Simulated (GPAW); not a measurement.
# Work function of 1T-MnSTe monolayer at several levels, part 2 of 2

How far do functional and basis move the work function of 1T-MnSTe monolayer?

GPAW 26.7.0; GPAW, PAW setups; layer in a repeated cell with vacuum, relaxation of atoms and in-plane cell (the session's first sound run).

So far, upper work function (eV): step 3 (plane waves, PBE) 5.53; step 4 (RPBE) 5.47; step 5 (GPAW, PAW setups) 5.87; step 6 (revPBE) 5.46.

## (7) OptPBE vdW: xc = "optPBE-vdW"

Level of this step: GPAW, PAW setups; slab in vacuum (GPAW).

The same geometry under optPBE-vdW, to see how far the functional moves the levels against the vacuum (the van der Waals functionals take revPBE setups).

Contents of run.py:

```python
import json
import numpy as np
from ase import Atoms
from gpaw import GPAW, PW

slab = Atoms(
    ['Te', 'Mn', 'S'],
    positions=[
        [1.77321, 1.02377, 9.00000],
        [0.00000, -0.00000, 10.73927],
        [-0.00000, 2.04753, 11.88727]],
    cell=[[3.54642, 0.0, 0.0], [-1.77321, 3.0713, 0.0], [0.0, 0.0, 20.8873]],
    pbc=[True, True, False],
    magmoms=[0.0, 4.0, 0.0])

slab.calc = GPAW(mode=PW(400), xc='optPBE-vdW', kpts={'size': (9, 9, 1), 'gamma': True},
                 occupations={'name': 'fermi-dirac', 'width': 0.05}, nbands='160%',
                 convergence={'density': 1e-05}, maxiter=200,
                 poissonsolver={'dipolelayer': 'xy'},
                 symmetry={'tolerance': 1e-3}, txt='slab.txt')
result = {}
energy = slab.get_potential_energy()
fermi = slab.calc.get_fermi_level()
v = slab.calc.get_electrostatic_potential().mean((0, 1)) - fermi
n = slab.calc.get_pseudo_density().mean((0, 1))
L = slab.cell[2, 2]
z = np.arange(len(v)) * L / len(v)
low, high = slab.positions[:, 2].min(), slab.positions[:, 2].max()
below, above = np.interp([low - 6.8, high + 6.8], z, v)
slopes = [np.interp(x, z, np.gradient(v, z)) for x in (low - 6.8, high + 6.8)]
eps = np.array([[slab.calc.get_eigenvalues(k, s) for k in range(len(slab.calc.get_ibz_k_points()))]
                for s in range(slab.calc.get_number_of_spins())]) - fermi
top, bottom = eps[eps < 0].max(), eps[eps > 0].min()
dipole = slab.get_dipole_moment()[2]
print(f'energy {energy:.4f} eV, Fermi level {fermi:.4f} eV, dipole {dipole:.5f} e A')
print(f'potential 6.8 A off the faces, from the Fermi level: lower {below:.4f} eV, upper {above:.4f} eV')
print(f'slope of the potential there: lower {slopes[0]:.5f}, upper {slopes[1]:.5f} eV/A')
print(f'nearest levels on the mesh: {top:.4f} and {bottom:.4f} eV')
print('magnetic moment', round(slab.get_magnetic_moment(), 3))
result.update(energy=energy, fermi=fermi, dipole=dipole, below=below, above=above, slopes=slopes, edges=[top, bottom],
              z=z.tolist(), v=v.tolist(), n=n.tolist(), positions=slab.positions.tolist(),
              forces=slab.get_forces(apply_constraint=False).tolist(), moments=slab.get_magnetic_moments().tolist())
json.dump(result, open('result.json', 'w'))
```

Command:

```console
> OMP_NUM_THREADS=1 OPENBLAS_NUM_THREADS=1 python run.py
```

The program printed:

```text
energy -47.4851 eV, Fermi level -1.8609 eV, dipole -0.06705 e A
potential 6.8 A off the faces, from the Fermi level: lower 4.6449 eV, upper 5.7533 eV
slope of the potential there: lower 0.00007, upper -0.00005 eV/A
nearest levels on the mesh: -0.0037 and 0.1083 eV
magnetic moment 3.005
```

Run time: 95 s. Hardware: 1 thread of Arm Neoverse V1, shared host; peak memory 0.43 GiB.

This step gave:

* dipole along the normal: -0.06705 e·Å
* levels nearest the Fermi level on the mesh: -0.003745, 0.1083 eV from the Fermi level
* upper work function: 5.753 eV
* lower work function: 4.645 eV
* site moments: -0.07025, 2.910, 0.006714 μB
* sum of the site moments: 2.846 μB

Table of electrostatic potential energy of an electron (without an applied field's), less the Fermi level, planar mean by z:

| z (Å) | electrostatic potential energy of an electron (without an applied field's), less the Fermi level, planar mean (eV) |
| --- | --- |
| 0 | 5.20 |
| 1 | 4.64 |
| 2 | 4.64 |
| 3 | 4.64 |
| 4 | 4.64 |
| 5 | 4.64 |
| 6 | 4.62 |
| 7 | 4.35 |
| 8 | 0.528 |
| 9 | -20.7 |
| 10 | -3.68 |
| 11 | -9.11 |
| 12 | -13.5 |
| 13 | 4.36 |
| 14 | 5.68 |
| 15 | 5.75 |
| 16 | 5.75 |
| 17 | 5.75 |
| 18 | 5.75 |
| 19 | 5.75 |
| 20 | 5.75 |

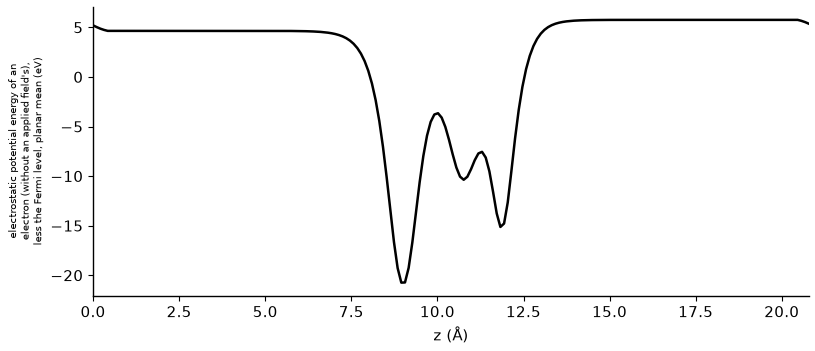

Electrostatic potential energy of an electron (without an applied field's), less the Fermi level, planar mean, plotted against z.

The upper face's work function is 5.753 eV, against 5.529 eV in the first plane-wave PBE run at this geometry.

## (8) Self-consistent run: xc = "LDA"

The same geometry under LDA, to see how far the functional moves the levels against the vacuum.

run.py: that of step 7 with these lines changed.

```diff
@@ -15,3 +15,3 @@
 
-slab.calc = GPAW(mode=PW(400), xc='optPBE-vdW', kpts={'size': (9, 9, 1), 'gamma': True},
+slab.calc = GPAW(mode=PW(400), xc='LDA', kpts={'size': (9, 9, 1), 'gamma': True},
                  occupations={'name': 'fermi-dirac', 'width': 0.05}, nbands='160%',
```

The program printed:

```text
energy -19.9716 eV, Fermi level -1.9595 eV, dipole -0.06141 e A
potential 6.8 A off the faces, from the Fermi level: lower 4.7196 eV, upper 5.7342 eV
slope of the potential there: lower 0.00007, upper -0.00006 eV/A
nearest levels on the mesh: -0.0248 and 0.0146 eV
magnetic moment 2.873
```

The job ended after 70 s (1 thread; peak memory 0.25 GiB).

This step gave:

```
dipole along the normal                    : -0.06141 e·Å
levels nearest the Fermi level on the mesh : -0.02476, 0.01457 eV from the Fermi level
upper work function                        : 5.734 eV
lower work function                        : 4.720 eV
site moments                               : -0.05864, 2.761, 0.004427 μB
sum of the site moments                    : 2.707 μB
```

Table of electrostatic potential energy of an electron (without an applied field's), less the Fermi level, planar mean by z:

| z (Å) | electrostatic potential energy of an electron (without an applied field's), less the Fermi level, planar mean (eV) |
| --- | --- |
| 0 | 5.23 |
| 2 | 4.72 |
| 4 | 4.72 |
| 6 | 4.70 |
| 8 | 0.745 |
| 10 | -3.25 |
| 12 | -13.3 |
| 14 | 5.68 |
| 16 | 5.73 |
| 18 | 5.73 |
| 20 | 5.73 |

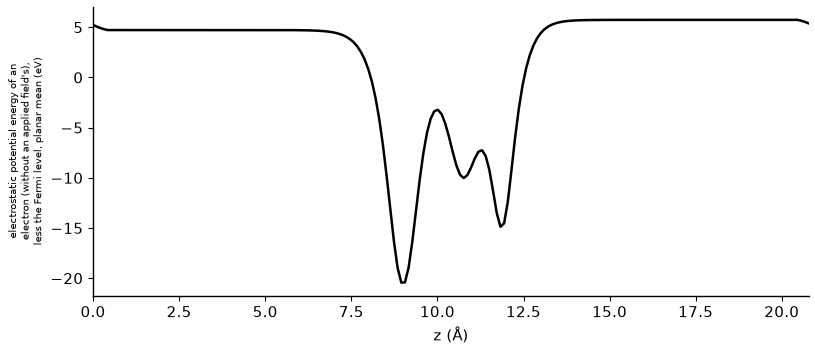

Electrostatic potential energy of an electron (without an applied field's), less the Fermi level, planar mean, plotted against z.

The upper face's work function is 5.734 eV, against 5.529 eV in the first plane-wave PBE run at this geometry.

## (9) Real-space grid: mode = "fd"

A real-space grid is a second complete basis, so it checks the plane-wave result.

run.py: that of step 8 with these lines changed.

```diff
@@ -3,3 +3,3 @@
 from ase import Atoms
-from gpaw import GPAW, PW
+from gpaw import GPAW
 
@@ -15,3 +15,3 @@
 
-slab.calc = GPAW(mode=PW(400), xc='LDA', kpts={'size': (9, 9, 1), 'gamma': True},
+slab.calc = GPAW(mode='fd', h=0.18, xc='PBE', kpts={'size': (9, 9, 1), 'gamma': True},
                  occupations={'name': 'fermi-dirac', 'width': 0.05}, nbands='160%',
```

The program printed:

```text
energy -18.0652 eV, Fermi level -4.9846 eV, dipole -0.06563 e A
potential 6.8 A off the faces, from the Fermi level: lower 4.4399 eV, upper 5.5294 eV
slope of the potential there: lower -0.00000, upper 0.00000 eV/A
nearest levels on the mesh: -0.0195 and 0.0470 eV
magnetic moment 3.03
```

Elapsed: 2.7 min, on 1 thread; peak memory 0.56 GiB.

Numbers from this step:

* dipole along the normal: -0.06563 e·Å
* levels nearest the Fermi level on the mesh: -0.01948, 0.04698 eV from the Fermi level
* upper work function: 5.529 eV
* lower work function: 4.440 eV
* site moments: -0.07738, 2.952, -4.30e-4 μB
* sum of the site moments: 2.875 μB

The upper face's work function is 5.529 eV, against 5.529 eV in the first plane-wave PBE run at this geometry.

## (10) Atomic orbitals: mode = "lcao"

Atom-centred orbitals end a few angstrom from the surface, which tests how much the density's tail matters.

run.py: that of step 9 with these lines changed.

```diff
@@ -15,4 +15,4 @@
 
-slab.calc = GPAW(mode='fd', h=0.18, xc='PBE', kpts={'size': (9, 9, 1), 'gamma': True},
-                 occupations={'name': 'fermi-dirac', 'width': 0.05}, nbands='160%',
+slab.calc = GPAW(mode='lcao', basis='dzp', h=0.18, xc='PBE', kpts={'size': (9, 9, 1), 'gamma': True},
+                 occupations={'name': 'fermi-dirac', 'width': 0.05}, nbands='120%',
                  convergence={'density': 1e-05}, maxiter=200,
```

The program printed:

```text
energy -16.8605 eV, Fermi level -4.9536 eV, dipole -0.07892 e A
potential 6.8 A off the faces, from the Fermi level: lower 4.2984 eV, upper 5.6087 eV
slope of the potential there: lower 0.00000, upper 0.00000 eV/A
nearest levels on the mesh: -0.0305 and 0.0862 eV
magnetic moment 3.045
```

Wall time 89 s (1 thread); peak memory 0.28 GiB.

This step gave:

```yaml
dipole_along_the_normal: -0.07892 e·Å
levels_nearest_the_fermi_level_on_the_mesh: -0.03053, 0.08622 eV from the Fermi level
upper_work_function: 5.609 eV
lower_work_function: 4.298 eV
site_moments: -0.08972, 3.019, -0.01684 μB
sum_of_the_site_moments: 2.912 μB
```

The upper face's work function is 5.609 eV, against 5.529 eV in the first plane-wave PBE run at this geometry.

## (11) The ladder

Times are for 1 thread of Arm Neoverse V1, shared host. Results by setting:

| no. | run | upper work function (eV) | lower work function (eV) | time | memory (GiB) |
| --- | --- | --- | --- | --- | --- |
| 1 | pw | 5.529 | 4.437 | 77 s | 0.26 |
| 2 | RPBE | 5.467 | 4.347 | 78 s | 0.26 |
| 3 | vdW DF2 | 5.870 | 4.706 | 92 s | 0.43 |
| 4 | revPBE | 5.456 | 4.347 | 77 s | 0.26 |
| 5 | optPBE vdW | 5.753 | 4.645 | 95 s | 0.43 |
| 6 | LDA | 5.734 | 4.720 | 70 s | 0.25 |
| 7 | fd | 5.529 | 4.440 | 2.7 min | 0.56 |
| 8 | lcao | 5.609 | 4.298 | 89 s | 0.28 |

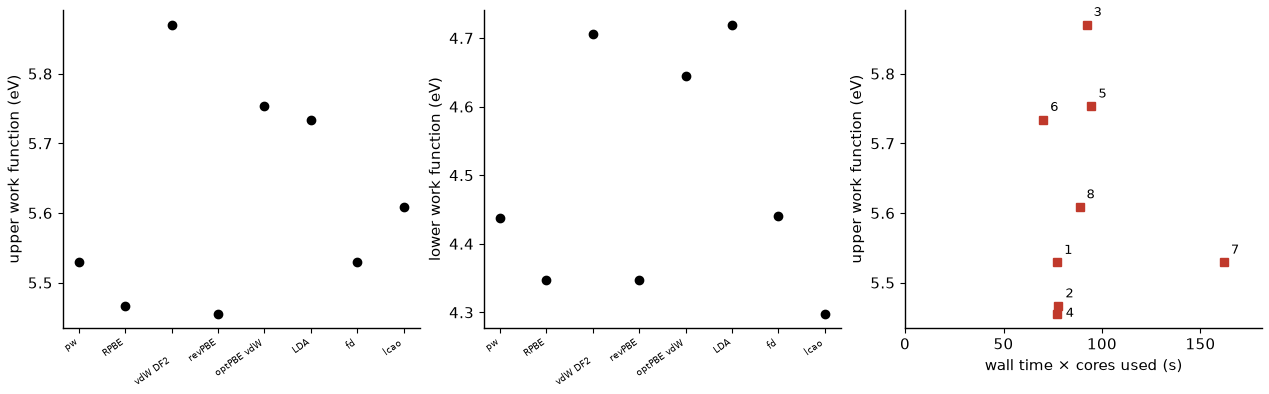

The series as plots; the last panel sets the first result against cost, with the runs numbered as in the table.

## (12) Side by side

Results and costs are gathered.

This step: comparison of work functions, dipole and cost (GPAW 26.7.0).

Ladder, by row:

| step | code | work function, upper (eV) | work function, lower (eV) | dipole (e Å) | wall time (s) | peak memory (GiB) | threads |
| --- | --- | --- | --- | --- | --- | --- | --- |
| pw | GPAW | 5.529 | 4.437 | -0.06606 | 77.29 | 0.26 | 1 |
| RPBE | GPAW | 5.467 | 4.347 | -0.06775 | 77.9 | 0.26 | 1 |
| vdW-DF2 | GPAW | 5.87 | 4.706 | -0.07042 | 92.2 | 0.43 | 1 |
| revPBE | GPAW | 5.456 | 4.347 | -0.06706 | 77.38 | 0.26 | 1 |
| optPBE-vdW | GPAW | 5.753 | 4.645 | -0.06705 | 94.67 | 0.43 | 1 |
| LDA | GPAW | 5.734 | 4.72 | -0.06141 | 70.18 | 0.25 | 1 |
| fd | GPAW | 5.529 | 4.44 | -0.06563 | 161.9 | 0.56 | 1 |
| lcao | GPAW | 5.609 | 4.298 | -0.07892 | 88.64 | 0.28 | 1 |

## (13) Outcome

```
work function, upper and lower face : 5.529 and 4.437 eV
dipole along the normal             : -0.0661 e Å
```

What this shows: With plane waves and PBE the work function is 5.53 eV on the upper face and 4.44 eV on the lower. The two faces differ by 1.1 eV, the step that the slab's dipole makes (e p/(ε0 A) gives 1.1 eV), so the dipole layer is needed. Over the sound runs of the table the upper face's work function spans 5.456 (revPBE) to 5.870 eV (vdW-DF2). The relaxation of atoms and cell ran in a fully periodic cell without the dipole layer, so the atoms of this polar layer felt a small spurious field. One magnetic start was tried; another order may lie lower. The layer's cell and atoms come from the relaxation; spin-orbit coupling and temperature are left out.

[Logs are printed without paths, hosts, clocks, repeated set-up lines and the standing remarks that a program may print on its own settings, such as how far it seeks lower states.]

[Hosts, paths, dates, database ids (printed as entryN), source tags and the programs' standing remarks are cut or masked in the printed files.]
